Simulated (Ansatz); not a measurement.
AlCl2H4N

```xyz
8

Al   -0.6230   -0.3391   -0.4307
N     0.5804    0.2149    0.8791
Cl   -0.4317   -2.3318   -1.0362
Cl   -2.4760    0.6306   -0.4110
H     0.8362    0.6696   -0.4387
H     0.5112    0.6459   -1.3891
H     0.3376    0.9271    1.5551
H     1.2654   -0.4174    1.2714
```

A transition-state structure; geometry: PBE0-D4/def2-TZVP.

Computed with Ansatz, RKS PBE0-D4/def2-TZVPP.

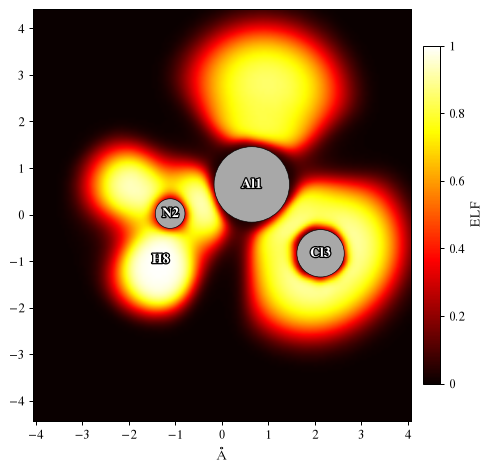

Figure 1. Electron localisation function on the plane of atoms N2, Al1 and Cl3. Grey discs cover the atomic cores.

Q: What do the fields say about this system?

A:
- Atoms in the plane: Al, N, Cl and H.
- Al–N (1.86 Å): the ELF peaks at about 0.90 in the valence shell of N, 0.7 Å from its nucleus, and is about 0.70 at the midpoint.
- Al–Cl (2.09 Å): the ELF peaks at about 0.85 in the valence shell of Cl, 0.9 Å from its nucleus, and is about 0.80 at the midpoint.
- N–H (1.01 Å): the ELF climbs to about 1 towards the hydrogen, as it does in any bond to H; a covalent bond by its length.
- The ELF also peaks beside Cl3 and Cl4, away from the bonds: lone-pair regions.

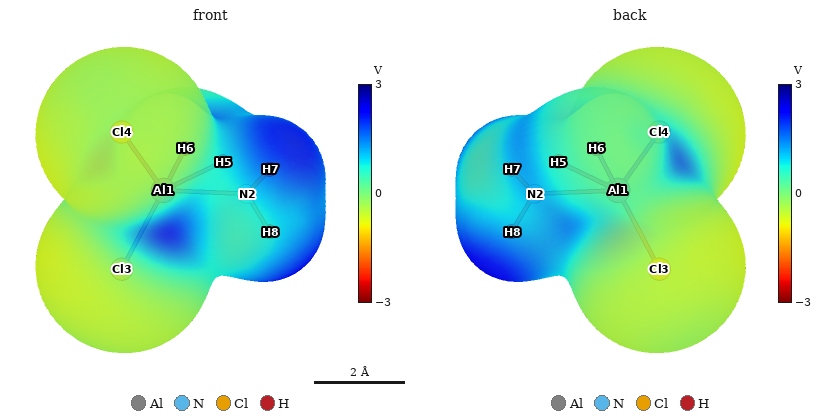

Figure 2. The molecular electrostatic potential painted on the density surface at 0.002 e/bohr³, seen from the front and from behind; red is negative and blue positive.

Q: Where is the surface potential most negative and most positive?

A: The most negative region (about −0.7 V) lies over Cl3 and Cl4, the most positive (about +2.4 V) over H7 and H8.

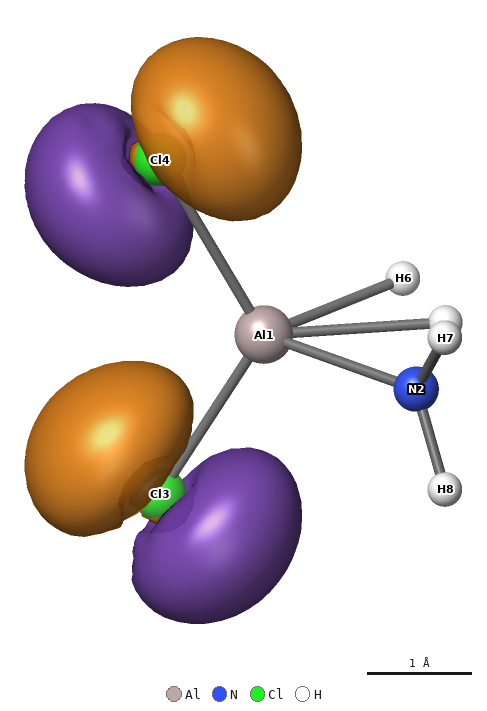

Figure 3. The HOMO−1 at ±0.15 Å⁻³ᐟ² (orange and purple are the two phases), seen at a tilt.

Q: Where does this orbital lie, and at what energy?

A: Its weight (Hirshfeld) is mainly on Cl3 (about 45 %) and Cl4 (about 45 %); largely a combination of lone pairs on Cl3 and Cl4. Its energy is −9.00 eV.
